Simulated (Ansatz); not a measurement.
```xyz
14

C    -1.8220   -0.8698   -0.8797
C    -2.0618   -1.2104   -2.1556
C    -0.9499   -0.6935   -3.0388
C     0.0006    0.0107   -2.0262
Al   -0.0129    0.4709    0.8660
F    -0.9455    0.1419    2.2094
N    -0.6362   -0.1446   -0.6893
H     1.3272    1.2737    0.9827
H    -2.4424   -1.0965   -0.0097
H    -2.9260   -1.7713   -2.5084
H    -0.4350   -1.5046   -3.5835
H    -1.3187    0.0086   -3.8076
H     0.1311    1.0773   -2.2701
H     1.0031   -0.4471   -2.0308
```

Geometry: B3LYP-D3(BJ)/def2-SVP.

Computed with Ansatz 0.2.0, isolated molecule in a Gaussian basis; Kohn-Sham density functional theory, functional PBE0.

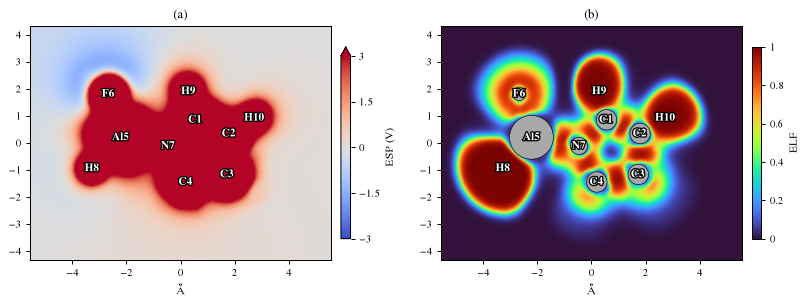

C4H7AlFN. (a) electrostatic potential; (b) ELF on the plane of atoms C1, N7 and Al5. Grey discs cover the atomic cores in the ELF map.

Interpret the plot.

Atoms in the plane: C, Al, F, N and H. C–C (1.34 Å): the ELF peaks at about 0.90 between the atoms: a multiple bond. C–N (1.40 Å): the ELF peaks at about 0.90 between the atoms: localised, covalent bonding. Al–F (1.67 Å): the ELF peaks at about 0.85 in the valence shell of F, 0.6 Å from its nucleus, and is about 0.30 at the midpoint. Al–N (1.78 Å): the ELF peaks at about 0.90 in the valence shell of N, 0.7 Å from its nucleus, and is about 0.65 at the midpoint. C–H (1.09 Å): the ELF climbs to about 1 towards the hydrogen, as it does in any bond to H; a covalent bond by its length. The ELF also peaks beside F6, away from the bonds: lone-pair regions. Outside the dense part of the molecule the potential is most negative (−1.5 V) near F6.
